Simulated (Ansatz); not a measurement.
**C3H8B2OS: a dynamics run in two tries**

Wanted: a short trajectory, and a check that the input is sound. SMILES of the start: CBB(C=O)SC.

Program: Ansatz 0.2.0. Level of theory: UKS B3LYP-D4/STO-3G. These are calculated values, not measurements.

**1. The starting structure**

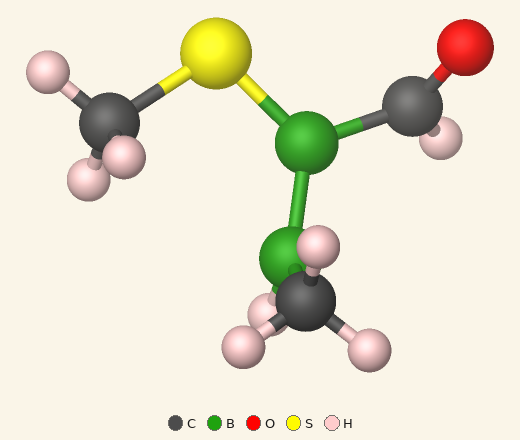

The starting structure, seen from a chosen angle (carbon dark grey, boron green, oxygen red, sulfur yellow, hydrogen pink).

As a file:

```xyz
15

C     1.1018   -1.5656    0.6166
B     0.0315   -0.9675   -0.3790
B     0.0140    0.5985   -0.8685
C     0.8339    1.0186   -2.1851
O     1.8401    1.7819   -2.1923
S    -0.8200    1.8972   -0.0408
C    -1.5882    1.0298    1.3928
H     1.7254   -2.2893    0.0612
H     0.6151   -2.1456    1.4180
H     1.7756   -0.8303    1.0768
H    -0.7723   -1.7250   -0.7930
H     0.4787    0.5581   -3.1584
H    -2.1250    1.7730    2.0009
H    -0.8244    0.5482    2.0222
H    -2.3079    0.2670    1.0580
```

**2. First try**

input.yaml

```yaml
crystal:
  periodic: [false, false, false]
  atoms:
    - { symbol: C, position_ang: [1.101788, -1.565568, 0.616637] }
    - { symbol: B, position_ang: [0.031472, -0.967477, -0.37901] }
    - { symbol: B, position_ang: [0.014024, 0.598523, -0.86851] }
    - { symbol: C, position_ang: [0.833935, 1.018607, -2.185086] }
    - { symbol: O, position_ang: [1.840109, 1.781919, -2.192269] }
    - { symbol: S, position_ang: [-0.819963, 1.897242, -0.04083] }
    - { symbol: C, position_ang: [-1.588245, 1.029776, 1.392809] }
    - { symbol: H, position_ang: [1.72539, -2.289322, 0.061225] }
    - { symbol: H, position_ang: [0.615099, -2.145593, 1.417964] }
    - { symbol: H, position_ang: [1.775592, -0.830279, 1.076787] }
    - { symbol: H, position_ang: [-0.772344, -1.724994, -0.793025] }
    - { symbol: H, position_ang: [0.478661, 0.558149, -3.15842] }
    - { symbol: H, position_ang: [-2.12497, 1.772953, 2.000904] }
    - { symbol: H, position_ang: [-0.824416, 0.548193, 2.022185] }
    - { symbol: H, position_ang: [-2.307933, 0.26697, 1.058041] }
magnetization:
  spin_polarized: true
basis:
  gaussian: { orbitals: STO-3G }
hamiltonian:
  xc: b3lyp
  dispersion: d4
md:
  timestep: 50.0
  n_steps: 25
  ensemble: nvt_nose_hoover
  temperature: 2000.0
  initial_velocities: maxwell_boltzmann
  seed: 537595
```

Run with:

```bash
$ ansatz run input.yaml --threads 1 --pin off --max-ram 2048MiB --backend cpu --events-out ev --progress --plain --runs-dir out
```

Standard output:

```text
Warning: RAYON_NUM_THREADS=1 ignored (pool sized by the plan → 1); use --threads N
Engine: ansatz 0.2.0, aarch64-unknown-linux-gnu
Functional definition: B3LYP
  parameter a0 = 0.2
  parameter ax = 0.72
  parameter ac = 0.81
  exchange = (1 - a0 - ax)*slater_x + ax*b88_x + a0*exact_x
  correlation = (1 - ac)*vwn_rpa_c + ac*lyp_c
688 factors; integrals over basis functions are off by at most 1.9e-5 eV
mean field evaluation 1: about -17270.8755 eV, gradient 1.8e1 eV
mean field evaluation 2: about -17254.7580 eV, gradient 5.9e1 eV
mean field evaluation 4: about -17272.9068 eV, gradient 2.3e0 eV
mean field evaluation 8: about -17272.8333 eV, gradient 3.3e-2 eV
mean field -17272.83329819 eV, -634.7649157616 hartree, gradient 4.6e-5 eV, S^2 0.000000; 0 other end points of the search recorded, 0 dependent functions left out
[... 2 lines left out ...]
md step     0: t =     0.00 fs  T =  2000.0 K  F+E_penalty+E_count = -17273.39782026 eV  E_kin = 3.360760 eV  conserved = -17270.03706028 eV  (29 SCF iters)
[... 5 lines left out ...]
mean field -17177.15073426 eV, -631.2486463933 hartree, gradient 5.6e-8 eV, S^2 4.501840; 0 other end points of the search recorded, 0 dependent functions left out
[... 2 lines left out ...]
md step     1: t =    50.00 fs  T = 19132.1 K  F+E_penalty+E_count = -17177.94057067 eV  E_kin = 32.149122 eV  conserved = -4617.43926008 eV  (396 SCF iters, 143 dispersion substeps)
[... 4 lines left out ...]
[...]
Error: SIGTERM received: run cancelled behind 129 evaluations of the mean field
```

It took 90 s on 1 thread of Arm Neoverse V1, shared host.

**3. Diagnosis**

The job was cancelled at its limit on wall time, after 129 evaluations of the mean field. It gives no final result.

The time step is longer than any vibration's period allows, so each step throws atoms far past their turning points.

Fix: go back to a step of a twentieth of the shortest period or less.

**4. Second try**

Changes to input.yaml since step 2:

```diff
@@ -26,4 +26,4 @@
 md:
-  timestep: 50.0
-  n_steps: 25
+  timestep: 0.25
+  n_steps: 229
   ensemble: nvt_nose_hoover
```

Run with:

```bash
$ ansatz run input.yaml --threads 1 --pin off --max-ram 2048MiB --backend cpu --events-out ev --progress --plain --runs-dir out
```

The limit on steps is raised as well. The first and last lines of the walk in its log:

```text
md step     0: t =     0.00 fs  T =  2000.0 K  F+E_penalty+E_count = -17273.39782026 eV  E_kin = 3.360760 eV  conserved = -17270.03706028 eV  (29 SCF iters)
md step     1: t =     0.25 fs  T =  1986.0 K  F+E_penalty+E_count = -17273.37403352 eV  E_kin = 3.337264 eV  conserved = -17270.03676985 eV  (33 SCF iters, 3 dispersion substeps)
md step     2: t =     0.50 fs  T =  1945.6 K  F+E_penalty+E_count = -17273.30569702 eV  E_kin = 3.269382 eV  conserved = -17270.03631565 eV  (33 SCF iters, 3 dispersion substeps)
[...]
md step   227: t =    56.75 fs  T =  1044.9 K  F+E_penalty+E_count = -17271.52633887 eV  E_kin = 1.755785 eV  conserved = -17270.03228665 eV  (33 SCF iters, 3 dispersion substeps)
md step   228: t =    57.00 fs  T =  1084.1 K  F+E_penalty+E_count = -17271.58989176 eV  E_kin = 1.821777 eV  conserved = -17270.03238307 eV  (33 SCF iters, 3 dispersion substeps)
md step   229: t =    57.25 fs  T =  1137.7 K  F+E_penalty+E_count = -17271.67761565 eV  E_kin = 1.911840 eV  conserved = -17270.03270005 eV  (30 SCF iters, 3 dispersion substeps)
```

Run time: 24 min. Hardware: 1 thread of Arm Neoverse V1, shared host; peak memory 0.18 GiB.

Second try: 229 steps, ending at 1138 K.

**5. Summary of results**

```
 quantity                                                                                                                value
first try                                                                                                              timeout
    cause  the time step is longer than any vibration's period allows, so each step throws atoms far past their turning points
```

In words: The program did not catch the first fault at the input check, so it cost a run.
